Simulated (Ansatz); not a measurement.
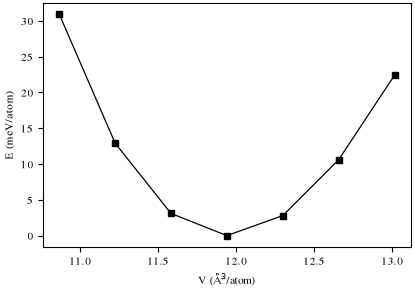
Fig. 1. KMgF3 (cubic perovskite, Pm-3m) under volume change, LDA (plane waves, PAW; program Ansatz), scaled uniformly.

Q: What does a third-order Birch–Murnaghan fit give for V₀, B₀ and B′?

A: V₀ = 11.94 Å³/atom, B₀ = 86.3 GPa, B′ = 4.5.

The cell was relaxed with LDA under the symmetry of its start; phonons on a q-mesh show no instability.

Potentials: the later of the program's two PAW sets.
